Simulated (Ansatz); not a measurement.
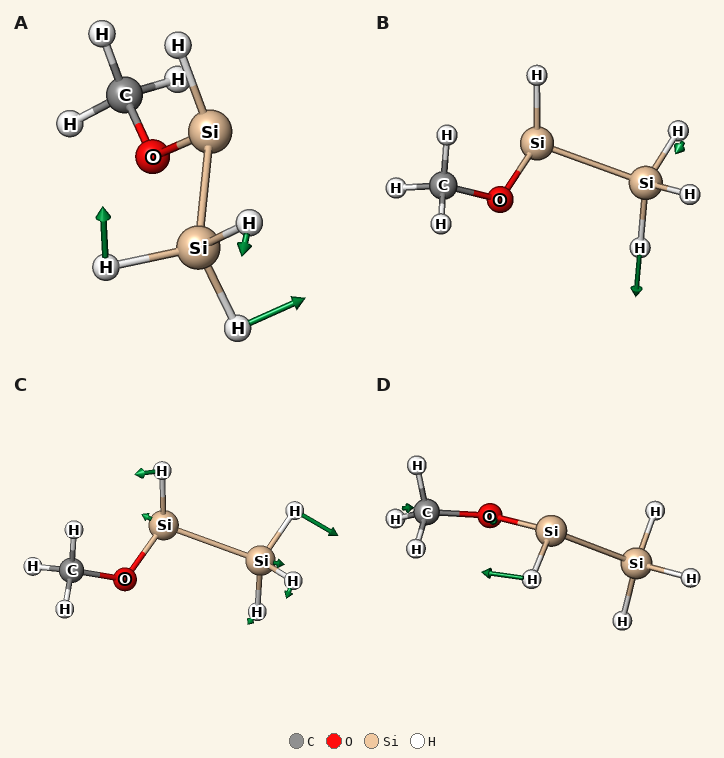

4 normal modes of one molecule or complex, as arrows. State: neutral, doublet. Harmonic vibrations computed with UKS PBE0-D4/def2-TZVP (Ansatz 0.2.0) at a stationary point of the same level.

### Match the panels to the wavenumbers 412 cm⁻¹, 763 cm⁻¹, 939 cm⁻¹, 2231 cm⁻¹.

A: 939 cm⁻¹, H–Si–H bending
B: 2231 cm⁻¹, Si–H stretching
C: 412 cm⁻¹
D: 763 cm⁻¹
